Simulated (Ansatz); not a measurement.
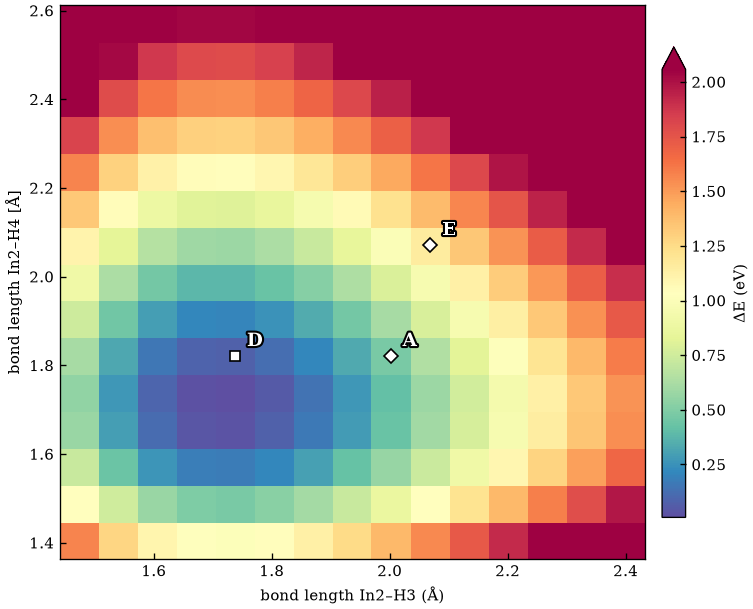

FH2In, SMILES [F][InH2]. First axis: bond length In2–H3. Second axis: bond length In2–H4. Nothing is relaxed (all other coordinates rigid). The scan uses a 15 × 15 grid. Points are written as (first, second). All energies are given in eV relative to the relaxed molecule at the same level. The reference is spin-restricted, which grows unreliable where a bond is stretched far. Computed with Ansatz, RHF/def2-TZVP.

Drawn: one coloured cell a grid point, one colour for all values above the top of the scale, lettered points.

**What kind of point is each of A, D, E: minimum, saddle, maximum or slope?**

A: on a slope; D: on a slope; E: on a slope. (In these two coordinates alone; a stationary point may lie a little off the grid point.)

**Rank the lettered points by energy, lowest first.**

D (0.07 eV), A (0.48 eV), E (1.16 eV).
